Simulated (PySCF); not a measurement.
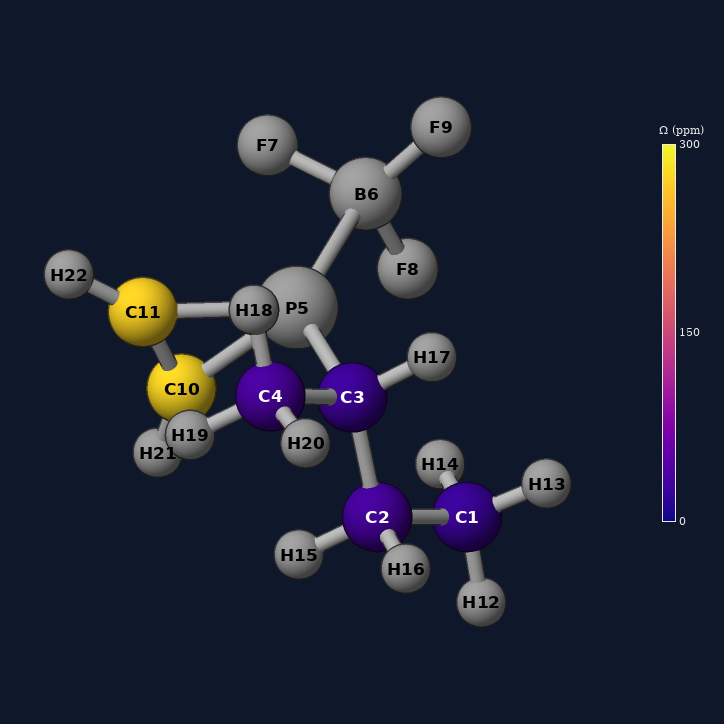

The C atoms are coloured by the span of their shielding tensor. Computed geometry: GFN2-xTB optimisation. No frequency run is at hand to confirm it as a minimum. Properties computed with GIAO PBE0/pcSseg-1 NMR shielding, non-relativistic, gas phase (PySCF 2.14.0). Principal shieldings σ11 ≤ σ22 ≤ σ33, span Ω = σ33 − σ11, skew κ = 3(σiso − σ22)/Ω.

Give the shielding tensors of the C atoms.

| atom | σ11 | σ22 | σ33 | σiso | Ω | κ |
| --- | --- | --- | --- | --- | --- | --- |
| C1 | 159.9 | 165.9 | 186.1 | 170.6 | 26.3 | 0.54 |
| C2 | 141.2 | 153.4 | 175.2 | 156.6 | 34.0 | 0.29 |
| C3 | 130.0 | 154.6 | 159.1 | 147.9 | 29.1 | −0.69 |
| C4 | 150.9 | 170.0 | 188.3 | 169.8 | 37.4 | −0.02 |
| C10 | −86.3 | 77.7 | 190.2 | 60.6 | 276.5 | −0.19 |
| C11 | −90.8 | 75.8 | 181.2 | 55.4 | 272.0 | −0.22 |

Shieldings and span in ppm.

The geometry is semi-empirical. Around B, P such bond lengths and angles can be off by a tenth of an ångström or more and by several degrees, and values that hang on the shape move with them.
